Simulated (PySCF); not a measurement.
**C5H13ClP2Si: density, localisation and related maps**

```xyz
22

P     1.8095   -2.0416    0.6238
Si    1.8513    0.1847    0.2062
P     3.6255    0.8640   -1.0514
Cl    1.8080    1.1053    2.0331
C     0.2526    0.6042   -0.7642
C    -0.9117   -0.2621   -0.3206
C    -1.5332    0.0485    1.0507
C    -2.9299   -0.0348    0.4168
C    -2.2818   -0.0051   -0.9753
H     3.1751   -2.1572    0.8267
H     1.9274   -2.3801   -0.7141
H     3.4585    2.2038   -0.7456
H     4.5439    0.6895   -0.0293
H     0.4340    0.4480   -1.8299
H    -0.0053    1.6565   -0.6346
H    -0.6299   -1.3180   -0.3974
H    -1.2881    1.0511    1.3959
H    -1.3168   -0.6610    1.8463
H    -3.4281   -0.9786    0.6269
H    -3.6110    0.7821    0.6450
H    -2.3371    0.9756   -1.4446
H    -2.6235   -0.7553   -1.6854
```

Geometry: GFN2-xTB.

Computed with PySCF, PBE0/pcSseg-1, SCF density, gas phase, non-relativistic.

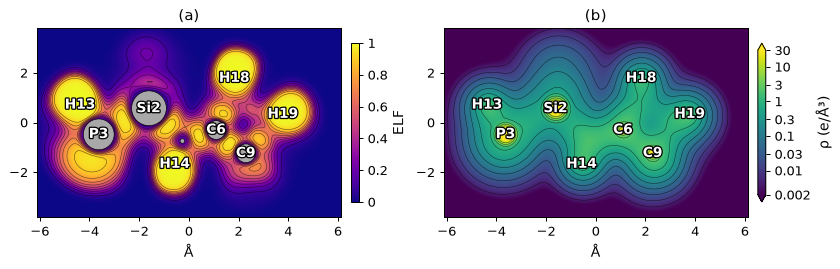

Figure 1. (a) ELF; (b) electron density on the plane of atoms Si2, P3 and H13. Grey discs cover the atomic cores in the ELF map.

Q: What does the map show?

A: The plane passes through Si, P, C and H nuclei. C–C (1.54 Å): ρ at the midpoint is about 1.6 e/Å³; the ELF peaks at about 0.95 between the atoms; localised, covalent bonding. Si–P (2.28 Å): the density is about 0.72 e/Å³ at the midpoint, with its minimum of 0.64 e/Å³ about 0.8 Å from Si; the ELF peaks at about 0.95 between the atoms; a shared electron pair. P–H (1.39 Å): the density is about 1.1 e/Å³ at the midpoint; the ELF climbs to about 1 towards the hydrogen, as it does in any bond to H. The ELF also peaks beside P3, away from the bonds: lone-pair regions.

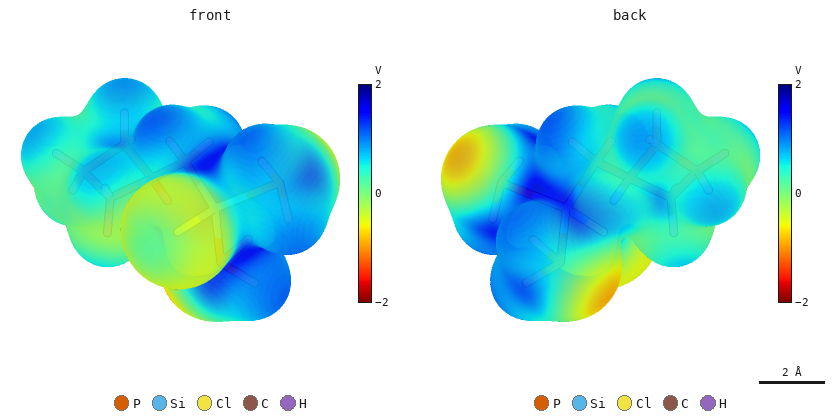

Figure 2. The molecular electrostatic potential painted on the density surface at 0.004 e/bohr³, seen from the front and from behind; red is negative and blue positive.

Q: Where is the surface potential most negative and most positive?

A: The most negative region (about −0.9 V, or −21 kcal/mol for a unit charge) lies over P1 and P3, the most positive (about +1.5 V, or +35 kcal/mol for a unit charge) over Si2. Cl4 shows a σ-hole: about +0.2 V at the tip opposite its bond, against about −0.3 V on its flanks.

Q: What dipole moment does the calculation give?

A: Its dipole moment is 1.21 D.
